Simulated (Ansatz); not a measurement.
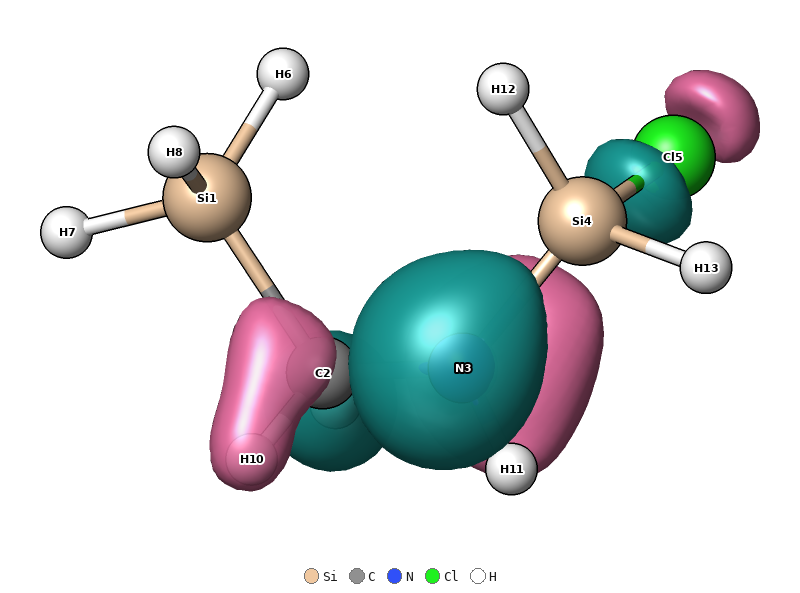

CH$_{8}$ClNSi$_{2}$. The HOMO at ±0.15 Å⁻³ᐟ² (teal and pink are the two phases), seen at a tilt.

These are results of RKS r2SCAN/def2-SVP (Ansatz), not measurements.

| atom | x (Å) | y (Å) | z (Å) |
| --- | --- | --- | --- |
| Si | -1.7616 | -0.2810 | 0.4953 |
| C | -0.1247 | -1.1461 | 0.0605 |
| N | 1.0339 | -0.7905 | 0.8727 |
| Si | 1.4188 | 0.7645 | 1.4947 |
| Cl | 1.8059 | 2.2081 | 0.0287 |
| H | -1.6774 | 1.1899 | 0.2532 |
| H | -2.7996 | -0.8647 | -0.4062 |
| H | -2.1411 | -0.5250 | 1.9184 |
| H | 0.0455 | -0.9737 | -1.0241 |
| H | -0.3318 | -2.2285 | 0.1625 |
| H | 1.8352 | -1.3936 | 0.6953 |
| H | 0.2717 | 1.2912 | 2.2778 |
| H | 2.6537 | 0.6068 | 2.3041 |

Where does this orbital lie, and at what energy?

Answer. Its weight (Hirshfeld) is mainly on N3 (about 55 %), C2 (about 10 %), Cl5 (about 10 %) and H9 (about 5 %). Its energy is −6.19 eV.
